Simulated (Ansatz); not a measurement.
```json
{"atom": "O", "x (Å)": "0.2333", "y (Å)": "-0.0251", "z (Å)": "-1.5543"}
{"atom": "H", "x (Å)": "0.5735", "y (Å)": "0.7877", "z (Å)": "-1.9537"}
{"atom": "H", "x (Å)": "-0.4841", "y (Å)": "-0.3863", "z (Å)": "-2.0936"}
{"atom": "H", "x (Å)": "0.0736", "y (Å)": "-0.0186", "z (Å)": "-0.4007"}
{"atom": "C", "x (Å)": "-0.1336", "y (Å)": "-0.1202", "z (Å)": "2.0206"}
{"atom": "N", "x (Å)": "-0.0469", "y (Å)": "-0.0638", "z (Å)": "0.8893"}
{"atom": "H", "x (Å)": "-0.2157", "y (Å)": "-0.1737", "z (Å)": "3.0924"}
```

Geometry: PBE0-D4/def2-TZVP.

All numbers below come from RKS PBE0-D4/def2-TZVPPD (Ansatz 0.2.0).

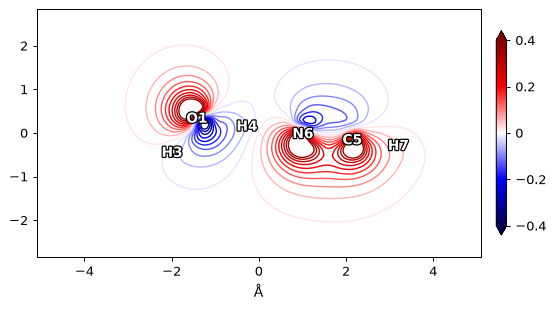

CH4NO (charge +1). The HOMO on the plane of atoms H3, O1 and H4 (values in Å⁻³ᐟ²; the overall sign is arbitrary).

Q: What is the character of this orbital?

A: Its weight (Hirshfeld) is mainly on N6 (about 40 %), C5 (about 30 %) and O1 (about 20 %); π-bonding across N6–C5. Its energy is −16.78 eV.
